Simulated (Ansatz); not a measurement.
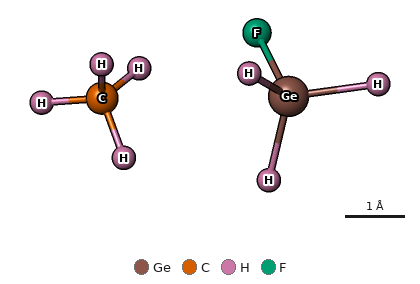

**Figure 1.** The structure as given in the input (ball-and-stick view, seen at a tilt). Sticks mark near contacts. Bond lengths as drawn: C–H 1.10 Å, F–Ge 1.72 Å and Ge–H 1.53 to 1.54 Å.

# Geometry relaxation of CH$_{7}$FGe (part 1 of 2)

- system: CH$_{7}$FGe
- method: RKS B3LYP/def2-SVP (Ansatz 0.2.0)

It belongs to a series of runs on one base structure; here: end point B relaxed.

Input file:
```yaml
crystal:
  periodic: [false, false, false]
  atoms:
    - { symbol: Ge, position_ang: [-0.061666, -0.453438, -0.45721] }
    - { symbol: C, position_ang: [0.295101, -0.059373, 2.673794] }
    - { symbol: H, position_ang: [-0.797052, 0.029976, 2.755394] }
    - { symbol: H, position_ang: [0.729681, -0.085238, 3.683875] }
    - { symbol: H, position_ang: [0.691643, 0.818611, 2.145623] }
    - { symbol: H, position_ang: [1.166868, 0.461321, -0.340023] }
    - { symbol: H, position_ang: [-1.309939, 0.102994, 0.240513] }
    - { symbol: H, position_ang: [-0.364506, -0.784116, -1.933077] }
    - { symbol: F, position_ang: [0.340926, -1.960218, 0.26532] }
    - { symbol: H, position_ang: [0.555144, -0.990419, 2.14299] }
basis:
  gaussian: { orbitals: def2-SVP }
hamiltonian:
  xc: b3lyp
relax:
  f_tol: 0.03
  max_steps: 50
```

Machine: 2 threads of Arm Neoverse V2, 24 GiB of memory available, shared host.

Run as:
```bash
ansatz run input.yaml --threads 2 --pin off --max-ram 3072MiB --backend cpu --events-out ev --progress --plain --runs-dir out
```

What the program printed:
```
The last accepted step is kept in [file] (removed where the run ends without a failure and the disk answers)
Engine: ansatz 0.2.0, aarch64-unknown-linux-gnu
Functional definition: B3LYP
  parameter a0 = 0.2
  parameter ax = 0.72
  parameter ac = 0.81
  exchange = (1 - a0 - ax)*slater_x + ax*b88_x + a0*exact_x
  correlation = (1 - ac)*vwn_rpa_c + ac*lyp_c
1032 factors; integrals over basis functions are off by at most 4.0e-4 eV
mean field evaluation 1: about -60372.4883 eV, gradient 5.3e1 eV
mean field evaluation 2: about -60368.1789 eV, gradient 7.2e1 eV
mean field evaluation 4: about -60378.1377 eV, gradient 2.1e0 eV
mean field evaluation 8: about -60378.1559 eV, gradient 5.0e-2 eV
mean field -60378.15587522 eV, -2218.8563026302 hartree, gradient 5.7e-5 eV, S^2 0.000000; 0 other end points of the search recorded, 0 dependent functions left out
the calculation of the forces begins
reference -60378.15611950 eV, -2218.8563116076 hartree; 27, 27 occupied and 68, 68 virtual orbitals, 1032 factors
relax step   1: F+E_penalty+E_count = -60378.15587522 eV  Δ(F+E_penalty+E_count) = +0.000e0 eV  max|allowed force component| = 1.065e0 eV/Å  Δτ_max = 0.0000 Å  (23 SCF iters, accepted)
these checks for a lower state are left out or cut short: starts, cluster_reference, orbital_swaps, neighbouring_geometries, increment
1032 factors; integrals over basis functions are off by at most 3.5e-4 eV
mean field evaluation 16: about -60378.2722 eV, gradient 4.8e-2 eV
mean field -60378.28350150 eV, -2218.8609928097 hartree, gradient 4.2e-6 eV, S^2 0.000000; 0 other end points of the search recorded, 0 dependent functions left out
[... from here on the field's lines of each further geometry are left out, up to the last ...]
relax step   2: F+E_penalty+E_count = -60378.28350150 eV  Δ(F+E_penalty+E_count) = -1.276e-1 eV  max|allowed force component| = 4.246e-1 eV/Å  Δτ_max = 0.1927 Å  (26 SCF iters, accepted)
relax step   3: F+E_penalty+E_count = -60378.28659442 eV  Δ(F+E_penalty+E_count) = -3.093e-3 eV  max|allowed force component| = 5.105e-1 eV/Å  Δτ_max = 0.2000 Å  (26 SCF iters, accepted)
relax step   4: F+E_penalty+E_count = -60378.30580594 eV  Δ(F+E_penalty+E_count) = -1.921e-2 eV  max|allowed force component| = 1.202e-1 eV/Å  Δτ_max = 0.0448 Å  (28 SCF iters, accepted)
relax step   5: F+E_penalty+E_count = -60378.31199189 eV  Δ(F+E_penalty+E_count) = -6.186e-3 eV  max|allowed force component| = 2.654e-2 eV/Å  Δτ_max = 0.0933 Å  (26 SCF iters, accepted)
relax step   6: F+E_penalty+E_count = -60378.30454299 eV  Δ(F+E_penalty+E_count) = +7.449e-3 eV  max|allowed force component| = 4.649e-1 eV/Å  Δτ_max = 0.1957 Å  (26 SCF iters, rejected (line search))
relax step   7: F+E_penalty+E_count = -60378.31556251 eV  Δ(F+E_penalty+E_count) = -3.571e-3 eV  max|allowed force component| = 6.875e-2 eV/Å  Δτ_max = 0.0939 Å  (25 SCF iters, accepted)
relax step   8: F+E_penalty+E_count = -60378.31758147 eV  Δ(F+E_penalty+E_count) = -2.019e-3 eV  max|allowed force component| = 1.408e-1 eV/Å  Δτ_max = 0.0975 Å  (24 SCF iters, accepted)
relax step   9: F+E_penalty+E_count = -60378.31968062 eV  Δ(F+E_penalty+E_count) = -2.099e-3 eV  max|allowed force component| = 9.379e-2 eV/Å  Δτ_max = 0.0487 Å  (24 SCF iters, accepted)
relax step  10: F+E_penalty+E_count = -60378.32286120 eV  Δ(F+E_penalty+E_count) = -3.181e-3 eV  max|allowed force component| = 1.488e-1 eV/Å  Δτ_max = 0.1937 Å  (26 SCF iters, accepted)
relax step  11: F+E_penalty+E_count = -60378.32436607 eV  Δ(F+E_penalty+E_count) = -1.505e-3 eV  max|allowed force component| = 2.000e-1 eV/Å  Δτ_max = 0.1154 Å  (24 SCF iters, accepted)
relax step  12: F+E_penalty+E_count = -60378.32634623 eV  Δ(F+E_penalty+E_count) = -1.980e-3 eV  max|allowed force component| = 1.253e-1 eV/Å  Δτ_max = 0.0351 Å  (23 SCF iters, accepted)
relax step  13: F+E_penalty+E_count = -60378.32823815 eV  Δ(F+E_penalty+E_count) = -1.892e-3 eV  max|allowed force component| = 3.277e-2 eV/Å  Δτ_max = 0.0408 Å  (24 SCF iters, accepted)
relax step  14: F+E_penalty+E_count = -60378.32993377 eV  Δ(F+E_penalty+E_count) = -1.696e-3 eV  max|allowed force component| = 1.781e-2 eV/Å  Δτ_max = 0.0967 Å  (23 SCF iters, accepted)
relax step  15: F+E_penalty+E_count = -60378.32983481 eV  Δ(F+E_penalty+E_count) = +9.896e-5 eV  max|allowed force component| = 2.015e-1 eV/Å  Δτ_max = 0.1978 Å  (27 SCF iters, rejected (line search))
relax step  16: F+E_penalty+E_count = -60378.33136675 eV  Δ(F+E_penalty+E_count) = -1.433e-3 eV  max|allowed force component| = 4.366e-2 eV/Å  Δτ_max = 0.0962 Å  (24 SCF iters, accepted)
relax step  17: F+E_penalty+E_count = -60378.33220962 eV  Δ(F+E_penalty+E_count) = -8.429e-4 eV  max|allowed force component| = 8.294e-2 eV/Å  Δτ_max = 0.0986 Å  (24 SCF iters, accepted)
relax step  18: F+E_penalty+E_count = -60378.33301518 eV  Δ(F+E_penalty+E_count) = -8.056e-4 eV  max|allowed force component| = 6.052e-2 eV/Å  Δτ_max = 0.0515 Å  (23 SCF iters, accepted)
relax step  19: F+E_penalty+E_count = -60378.33349739 eV  Δ(F+E_penalty+E_count) = -4.822e-4 eV  max|allowed force component| = 1.213e-1 eV/Å  Δτ_max = 0.1161 Å  (27 SCF iters, accepted)
relax step  20: F+E_penalty+E_count = -60378.33411884 eV  Δ(F+E_penalty+E_count) = -6.215e-4 eV  max|allowed force component| = 8.515e-2 eV/Å  Δτ_max = 0.0121 Å  (24 SCF iters, accepted)
relax step  21: F+E_penalty+E_count = -60378.33458891 eV  Δ(F+E_penalty+E_count) = -4.701e-4 eV  max|allowed force component| = 8.605e-3 eV/Å  Δτ_max = 0.0140 Å  (24 SCF iters, accepted)
the calculation of the forces begins
reference -60378.33505613 eV, -2218.8628874075 hartree; 27, 27 occupied and 68, 68 virtual orbitals, 1032 factors
relax step  22: F+E_penalty+E_count = -60378.33477214 eV  Δ(F+E_penalty+E_count) = -1.832e-4 eV  max|allowed force component| = 4.552e-3 eV/Å  Δτ_max = 0.0359 Å  (24 SCF iters, accepted)
```

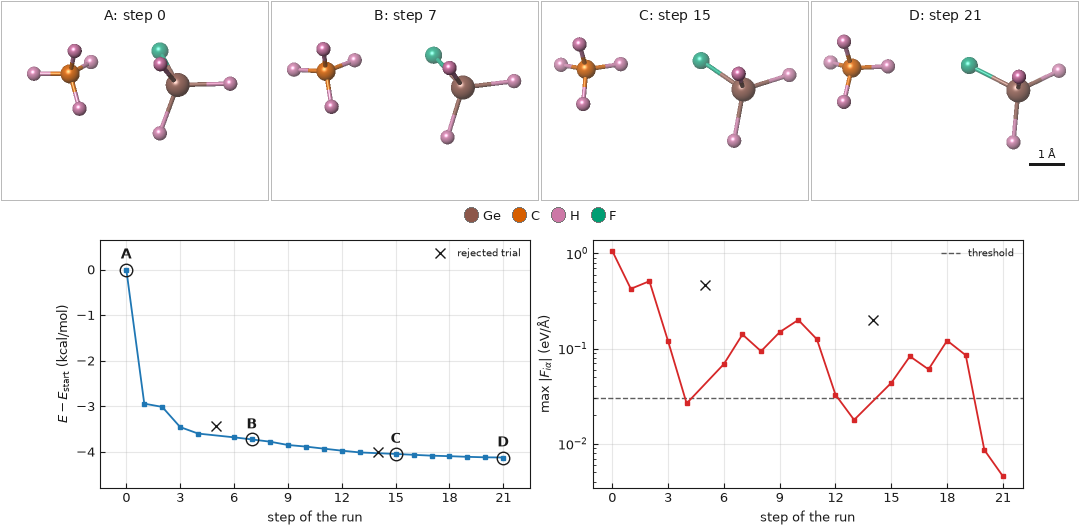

**Figure 2.** Frames of the relaxation (ball-and-stick view, seen at an oblique angle) above the curves, on which the letters mark them (the first geometry is step 0 here and step 1 in the log).

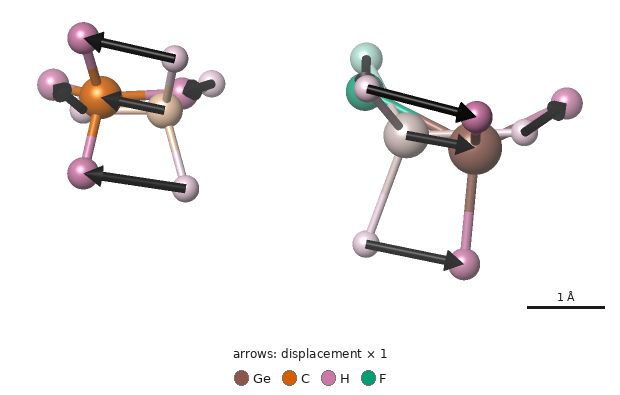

**Figure 3.** Start (faint) and end (solid) with the displacements as black arrows, at true length (ball-and-stick view, seen at an oblique angle). The two geometries are laid on each other by the best rigid fit. After 21 geometry steps the energy has fallen by 4.13 kcal/mol. The largest force component goes from 1.1 to 0.0046 eV/Å. The line search rejected the trial steps at points 5, 14 (counted from 0) and went back. H7 moves most after the best rigid fit: 1.48 Å. Largest moves by element: H 1.48 Å, Ge 0.91 Å, C 0.85 Å, F 0.75 Å. Among the contacts that change: Ge1–F9 1.719 → 1.757 Å, Ge1–H7 1.534 → 1.539 Å. (Atoms are counted from 1 in the order of the input.)

```
1032 factors; integrals over basis functions are off by at most 3.5e-4 eV
mean field -60378.33477214 eV, -2218.8628769711 hartree, gradient 8.9e-5 eV, S^2 0.000000; 1 other end points of the search recorded, 0 dependent functions left out
the calculation of the forces begins
reference -60378.33505613 eV, -2218.8628874075 hartree; 27, 27 occupied and 68, 68 virtual orbitals, 1032 factors
Total energy: -60378.33505613 eV, -2218.8628874075 hartree
Atom 0 at    -0.152976    -0.495909    -1.362411 Å, force    -0.001607     0.001372    -0.002312 eV/Å
Atom 1 at     0.384475    -0.049085     3.516202 Å, force     0.000970     0.001032     0.000774 eV/Å
Atom 2 at    -0.617243    -0.054570     3.970224 Å, force    -0.000190    -0.000259     0.000053 eV/Å
Atom 3 at     1.062736    -0.661998     4.127525 Å, force    -0.000024     0.000161    -0.000676 eV/Å
Atom 4 at     0.761580     0.983732     3.481821 Å, force    -0.000455    -0.002487     0.000401 eV/Å
Atom 5 at     1.000623     0.482449    -1.643624 Å, force    -0.000187    -0.003294    -0.000087 eV/Å
Atom 6 at    -1.508016     0.219318    -1.221918 Å, force     0.001982    -0.003850    -0.000943 eV/Å
Atom 7 at    -0.203717    -1.646427    -2.382790 Å, force     0.000221     0.003728     0.004552 eV/Å
Atom 8 at     0.186463    -1.237217     0.193728 Å, force    -0.000689     0.002746    -0.002085 eV/Å
Atom 9 at     0.332276    -0.460193     2.498442 Å, force    -0.000021     0.000850     0.000322 eV/Å
Dipole moment:    -0.091644     0.168912    -0.464204 e Å
```

Trajectory as extended XYZ (Å, eV, eV/Å), 22 frames, from step=1 to step=22:
```
10
Properties=species:S:1:pos:R:3:forces:R:3 step=1 energy=-60378.15587
Ge   -0.0617   -0.4534   -0.4572   -0.3280   0.9463  -0.9423
C     0.2951   -0.0594    2.6738    0.1075  -0.0817   0.3383
H    -0.7971    0.0300    2.7554   -0.0030  -0.0138   0.0243
H     0.7297   -0.0852    3.6839   -0.0065   0.0015   0.0131
H     0.6916    0.8186    2.1456    0.0210  -0.0125   0.0055
H     1.1669    0.4613   -0.3400    0.0026   0.0061   0.0048
H    -1.3099    0.1030    0.2405   -0.0072  -0.0050   0.0012
H    -0.3645   -0.7841   -1.9331    0.0083  -0.0056  -0.0035
F     0.3409   -1.9602    0.2653    0.2572  -1.0654   0.3668
H     0.5551   -0.9904    2.1430   -0.0519   0.2301   0.1918
10
Properties=species:S:1:pos:R:3:forces:R:3 step=2 energy=-60378.28350
Ge   -0.0844   -0.4773   -0.6470   -0.0872   0.4246  -0.1681
C     0.3144   -0.0357    2.8427    0.0112  -0.0472   0.0183
H    -0.7778    0.0580    2.9219   -0.0137   0.0084   0.0475
H     0.7560   -0.0780    3.8474   -0.0063  -0.0020   0.0391
H     0.7139    0.8399    2.3117    0.0228   0.0062  -0.0063
H     1.1355    0.4466   -0.4885    0.0053  -0.0085  -0.0637
H    -1.3178    0.0834    0.0788   -0.0364  -0.0197  -0.0335
H    -0.3815   -0.8245   -2.1149    0.0073  -0.0090  -0.0350
F     0.3292   -1.9767    0.1331    0.0977  -0.4031   0.1695
H     0.5588   -0.9557    2.2920   -0.0006   0.0503   0.0323
10
Properties=species:S:1:pos:R:3:forces:R:3 step=3 energy=-60378.28659
Ge   -0.0908   -0.4681   -0.7426    0.0422  -0.5069  -0.0287
C     0.3194   -0.0264    2.9586   -0.0622   0.0293   0.0603
H    -0.7645    0.1165    3.1127    0.1423  -0.0203  -0.0501
H     0.8102   -0.1225    3.9408   -0.0086  -0.0048  -0.1051
H     0.7342    0.8452    2.4277   -0.0306  -0.0028   0.0679
H     1.1398    0.4583   -0.6793   -0.1187   0.0074   0.1722
H    -1.3886    0.0409   -0.0774    0.2079   0.0445   0.0168
H    -0.3516   -0.8558   -2.2123   -0.0254  -0.0498   0.0271
F     0.3425   -1.9769    0.0905   -0.1092   0.5105  -0.2134
H     0.4956   -0.9312    2.3587   -0.0378  -0.0071   0.0532
10
Properties=species:S:1:pos:R:3:forces:R:3 step=4 energy=-60378.30581
Ge   -0.0925   -0.4798   -0.7634    0.0241  -0.0928   0.0632
C     0.3201   -0.0263    2.9592   -0.0304   0.0115   0.0106
H    -0.7640    0.1085    3.0987    0.0538  -0.0016  -0.0012
H     0.8068   -0.1017    3.9428   -0.0022  -0.0024  -0.0289
H     0.7289    0.8399    2.4168   -0.0095  -0.0054   0.0353
H     1.1221    0.4591   -0.6382   -0.0483  -0.0098   0.0025
H    -1.3536    0.0593   -0.0615    0.0526   0.0018  -0.0355
H    -0.3672   -0.8680   -2.2277   -0.0007  -0.0147   0.0085
F     0.3414   -1.9688    0.0704   -0.0301   0.1202  -0.0624
H     0.5042   -0.9420    2.3801   -0.0095  -0.0067   0.0081
10
Properties=species:S:1:pos:R:3:forces:R:3 step=5 energy=-60378.31199
Ge   -0.0931   -0.4852   -0.8069    0.0039   0.0044  -0.0103
C     0.3201   -0.0244    2.9983   -0.0003  -0.0265  -0.0094
H    -0.7524    0.1220    3.1903   -0.0070   0.0083   0.0151
H     0.8444   -0.1779    3.9519    0.0034  -0.0034   0.0110
H     0.7271    0.8689    2.5025    0.0045   0.0140   0.0007
H     1.1044    0.4746   -0.7073   -0.0013   0.0036  -0.0070
H    -1.3602    0.0769   -0.1417   -0.0066   0.0040  -0.0086
H    -0.3505   -0.9428   -2.2535   -0.0006  -0.0061  -0.0029
F     0.3463   -1.9290    0.0903    0.0025  -0.0014   0.0107
H     0.4601   -0.9032    2.3533    0.0016   0.0032   0.0008
10
Properties=species:S:1:pos:R:3:forces:R:3 step=6 energy=-60378.30454 accepted=F
Ge   -0.0939   -0.4931   -0.8948    0.0118  -0.1311  -0.0578
C     0.3199   -0.0201    3.0785    0.1694  -0.3461   0.0488
H    -0.7294    0.1505    3.3825    0.1808  -0.0975  -0.0293
H     0.9220   -0.3271    3.9689   -0.3206   0.1778  -0.4649
H     0.7231    0.9242    2.6702    0.0055  -0.1618   0.0563
H     1.0773    0.5023   -0.8509    0.0214  -0.0146  -0.0137
H    -1.3816    0.1029   -0.3027   -0.0202  -0.0201  -0.0021
H    -0.3151   -1.0827   -2.3076    0.0216   0.0538   0.1244
F     0.3561   -1.8538    0.1296   -0.0399   0.1148  -0.0740
H     0.3678   -0.8232    2.3036   -0.0298   0.4247   0.4125
```
